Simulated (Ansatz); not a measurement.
CH2BN (BH2(CN)): methods side by side

CH2BN: 5 atoms, total charge 0, spin state singlet. SMILES: `[H]B([H])C#N`. The coordinates come from a GFN2-xTB relaxation.

```tsv
atom	x (Å)	y (Å)	z (Å)
B	0.3037	0.5276	0.0085
H	1.4689	0.5060	0.0583
H	-0.2983	1.5260	-0.0270
C	-0.4507	-0.7816	-0.0120
N	-1.0237	-1.7779	-0.0278
```

Each level gives the vertical ionisation energy (to the doublet cation) (eV). The values are calculated.

| level | kind | program | value (eV) | CPU time (all runs) |
| --- | --- | --- | --- | --- |
| SVWN5/STO-3G | LDA | Ansatz | 11.43 | 1.9 s |
| revPBE/STO-3G | GGA | Ansatz | 11.43 | 3.3 s |
| r2SCAN/STO-3G | meta-GGA | Ansatz | 11.56 | 7.9 s |
| BHLYP/STO-3G | global hybrid | Ansatz | 11.67 | 2.5 s |
| PBE0/STO-3G | global hybrid | Ansatz | 11.70 | 3.3 s |
| HSE06/STO-3G | range-separated hybrid | Ansatz | 11.68 | 4.5 s |
| wB97X/STO-3G | range-separated hybrid | Ansatz | 11.84 | 14 s |
| B2PLYP/STO-3G | double hybrid | Ansatz | 11.71 | 3.7 s |
| MP2/STO-3G | perturbation theory | Ansatz | 11.70 | 0.32 s |
| CCSDTQ/STO-3G | coupled cluster or CI | Ansatz | 10.80 | 60 s |

The values span 10.80 to 11.84 eV. Spin contamination of the reference (⟨S²⟩ at least 0.1 too high) touches MP2/STO-3G, CCSDTQ/STO-3G. All rows use very small basis sets, so even the best lies far from the true value. CPU times are rough (shared hosts, several kinds of processor): they show what a rung costs within a factor of a few.

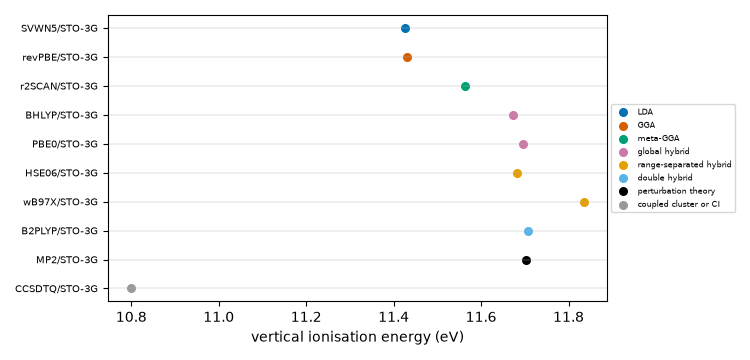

The values of the table, level by level.
